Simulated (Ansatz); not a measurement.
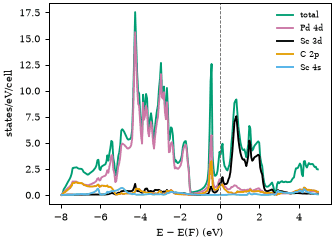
*Total and projected density of states of ScPd₃C (anti-perovskite, Pm-3m), plane-wave PAW PBEsol (Ansatz code)*

Question: Which orbitals carry the states next to the Fermi level?

Answer: Within 0.5 eV of the Fermi level: Pd 4d 38 %, C 2p 23 %, Sc 3d 22 %, outside the projected shells 15 %. Projections are on Löwdin-orthogonalised atomic valence shells; empty p or d shells of many metals are not among them.

Question: Where is the tallest occupied peak in this window, and what makes it?

Answer: Near -4.2 eV, about 18 states/eV per cell; the largest projected share is Pd 4d.

The start of the workflow was typed in or built on a structure type; neither database checked (COD, Materials Project) lists it. Its standing as an ambient phase is unchecked. The PBEsol relaxation kept the symmetry of its start; phonons show weakly imaginary modes. No spin polarisation was allowed. Scalar-relativistic: spin–orbit coupling is off unless named, which matters more the heavier the elements.

Potentials: the later of the program's two PAW sets.
